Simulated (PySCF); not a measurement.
# tetrahydroborate (BH₄−): NMR shifts at several levels of theory, part 2 of 2

PySCF 2.14.0. Atoms count from 0. The steps go on from the part before.

## 13. Nuclear shieldings: PBE0/def2-SVP

What the job is given:

```
{"job": {"kind": "nmr", "xc": "PBE0", "basis": "def2-SVP", "pop": true}, "charge": -1, "multiplicity": 1}
B      0.003511     0.001078    -0.006854
H     -0.797840    -0.835656    -0.482079
H      0.168700    -0.225478     1.213592
H     -0.459389     1.154776    -0.158347
H      1.102258    -0.089020    -0.600682
```

Method: GIAO PBE0/def2-SVP NMR shielding, non-relativistic, gas phase.

The program printed:

```text
coarse grid: 3568 points
cycle   1  E = -27.1110913119  dE = -2.850e-01  |g| = 3.716e-01  |ddm| = 1.677e+00
cycle   2  E = -27.1277649931  dE = -1.667e-02  |g| = 3.347e-01  |ddm| = 9.512e-01
cycle   3  E = -27.1728203251  dE = -4.506e-02  |g| = 2.814e-03  |ddm| = 4.052e-01
cycle   4  E = -27.1728246326  dE = -4.307e-06  |g| = 2.810e-04  |ddm| = 1.024e-02
final grid: 32696 points
cycle   5  E = -27.1793019193  dE = -4.380e-06  |g| = 1.943e-03  |ddm| = 8.533e-03
cycle   6  E = -27.1793021201  dE = -2.008e-07  |g| = 1.763e-03  |ddm| = 4.043e-03
cycle   7  E = -27.1793032840  dE = -1.164e-06  |g| = 2.189e-05  |ddm| = 2.014e-03
cycle   8  E = -27.1793032842  dE = -2.003e-10  |g| = 1.900e-06  |ddm| = 4.492e-05
converged SCF energy = -27.1793032842

GIAO shielding tensors (ppm)
atom      isotropic    diamagn.    paramagn.     s11        s22        s33       span
  0 B      158.595     190.590     -31.996    158.591    158.594    158.599      0.008
  1 H       31.606      30.502       1.104     30.382     30.382     34.053      3.672
  2 H       31.606      30.501       1.105     30.382     30.382     34.053      3.672
  3 H       31.605      30.501       1.104     30.381     30.381     34.053      3.671
  4 H       31.606      30.503       1.103     30.382     30.383     34.054      3.672
```

Wall time 0.6 s (1 thread, shared host).

Key values: δ B0 -47.9, H1 -0.26 ppm (means over like atoms).

## 14. Nuclear shieldings: PBE0/def2-TZVP

What the job is given:

```
{"job": {"kind": "nmr", "xc": "PBE0", "basis": "def2-TZVP", "pop": true}, "charge": -1, "multiplicity": 1}
B      0.003511     0.001078    -0.006854
H     -0.797840    -0.835656    -0.482079
H      0.168700    -0.225478     1.213592
H     -0.459389     1.154776    -0.158347
H      1.102258    -0.089020    -0.600682
```

With the program's defaults for keys left out, this is: GIAO PBE0/def2-TZVP NMR shielding, non-relativistic, gas phase.

The program printed:

```text
coarse grid: 3568 points
cycle   1  E = -27.1449491880  dE = -2.814e-01  |g| = 4.037e-01  |ddm| = 1.218e+00
cycle   2  E = -27.1497418120  dE = -4.793e-03  |g| = 4.091e-01  |ddm| = 8.766e-01
cycle   3  E = -27.2155651801  dE = -6.582e-02  |g| = 3.114e-03  |ddm| = 4.123e-01
cycle   4  E = -27.2155681061  dE = -2.926e-06  |g| = 3.446e-04  |ddm| = 7.516e-03
final grid: 32696 points
cycle   5  E = -27.2152944016  dE = -6.702e-06  |g| = 2.266e-03  |ddm| = 9.792e-03
cycle   6  E = -27.2152943763  dE =  2.531e-08  |g| = 2.108e-03  |ddm| = 3.417e-03
cycle   7  E = -27.2152959033  dE = -1.527e-06  |g| = 1.022e-04  |ddm| = 1.904e-03
cycle   8  E = -27.2152959074  dE = -4.050e-09  |g| = 5.588e-06  |ddm| = 1.051e-04
cycle   9  E = -27.2152959074  dE = -1.339e-11  |g| = 1.834e-06  |ddm| = 1.133e-05
converged SCF energy = -27.2152959074

GIAO shielding tensors (ppm)
atom      isotropic    diamagn.    paramagn.     s11        s22        s33       span
  0 B      155.690     190.248     -34.558    155.686    155.689    155.694      0.008
  1 H       31.699      30.358       1.341     30.471     30.471     34.154      3.683
  2 H       31.699      30.357       1.342     30.471     30.471     34.154      3.683
  3 H       31.698      30.358       1.340     30.470     30.471     34.154      3.683
  4 H       31.699      30.360       1.339     30.471     30.472     34.155      3.683
```

It took 1 s on 1 thread, shared host.

In short: δ B0 -53.1, H1 -0.22 ppm (means over like atoms).

## 15. Side by side: NMR shifts

Shifts (ppm), means over like atoms, with basis size and wall time (the measured row can stand on another reference than the computed rows):

| run | H1 | B0 | functions | time |
| --- | --- | --- | --- | --- |
| WP04/pcSseg-2 | -0.49 | -45.6 | 92 | 1 s |
| B97-2/pcSseg-2 | -0.27 | -51.2 | 92 | 0.9 s |
| BHandHLYP/pcSseg-2 | -0.21 | -47.5 | 92 | 0.9 s |
| CAM-B3LYP/pcSseg-2 | -0.23 | -53.1 | 92 | 1.1 s |
| wB97X-D/pcSseg-2 | -0.20 | -52.5 | 92 | 1.1 s |
| LC-wPBE/pcSseg-2 | -0.25 | -54.6 | 92 | 1.7 s |
| PBE0/STO-3G | -1.90 | -33.3 | 9 | 0.3 s |
| PBE0/6-31G | 0.23 | -46.4 | 17 | 0.4 s |
| PBE0/6-31G* | -0.06 | -44.4 | 22 | 0.5 s |
| PBE0/6-311+G(2d,p) | -0.17 | -53.7 | 51 | 0.9 s |
| PBE0/def2-SVP | -0.26 | -47.9 | 34 | 0.6 s |
| PBE0/def2-TZVP | -0.22 | -53.1 | 55 | 1 s |
| measured | – | -40.0 | – | – |

Measured: Macháček, Bühl, Fanfrlík, Hnyk, 11B NMR of BX3 and BX4-, J. Phys. Chem. A (author manuscript).

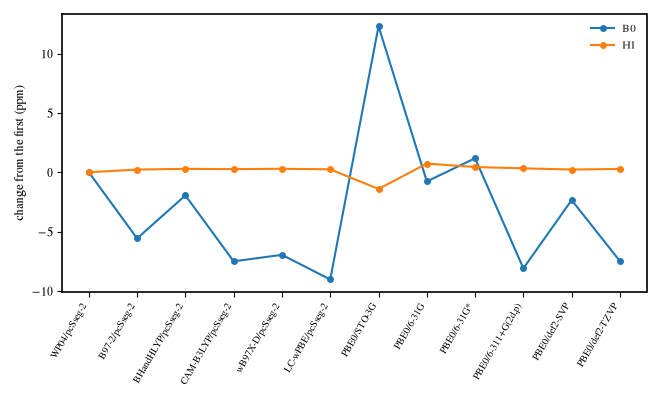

How the tabulated atoms move from run to run.

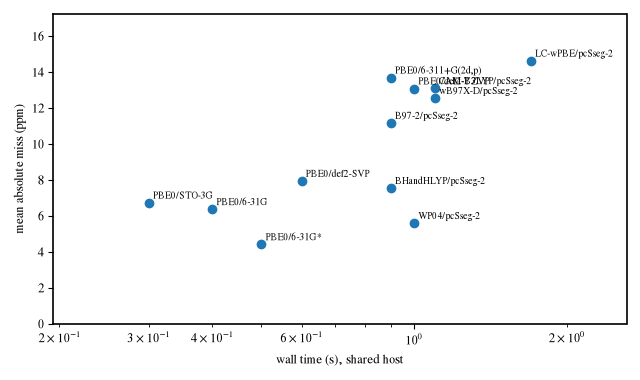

Cost against miss for the one measured 11B shift.

## 16. What came out

This closing draws on all 2 parts.

```
                                                              quantity                                             value
                                                           point group                                                Td
                                  rotational constants (main isotopes)                        119.92, 119.92, 119.91 GHz
1H shifts against TMS (WP04/pcSseg-2, means over atoms taken as alike)                                         -0.49 ppm
                           11B shifts against BF3·OEt2 (WP04/pcSseg-2)                                         -45.6 ppm
                              measured, and computed on the same scale                             B0 δ -40.0, -45.6 ppm
                                              range of the shift of B0                                -54.6 to -33.3 ppm
                                         property runs in this session  12, of which 0 failed and 1 gave unsound results
```

Single values in the summary come from the first run of each kind that ended normally (WP04/pcSseg-2), which need not be the best level. Relaxing lowered the energy by 0.022 eV in 2 steps; the close pair that moved most is B0–H4, from 1.228 to 1.252 Å. The one measured 11B shift is missed by -5.6 ppm (computed less measured, unscaled). Vibration, temperature and solvent are missing from the calculation, so part of the miss against the measured shifts is not the functional's. In ppm, B0 moves most: its shift spreads over 21.3 ppm, from -54.6 (LC-wPBE/pcSseg-2) to -33.3 (PBE0/STO-3G). A minimal basis is unusable for shieldings, so that end is no result. For the one measured 11B shift, PBE0/6-31G* misses least (4.4 ppm, 0.5 s) and LC-wPBE/pcSseg-2 most (14.6 ppm, 1.7 s); the quickest, PBE0/STO-3G, misses by 6.7 ppm in 0.3 s. One molecule ranks no method: errors cancel, and vibration and temperature are missing from all runs.
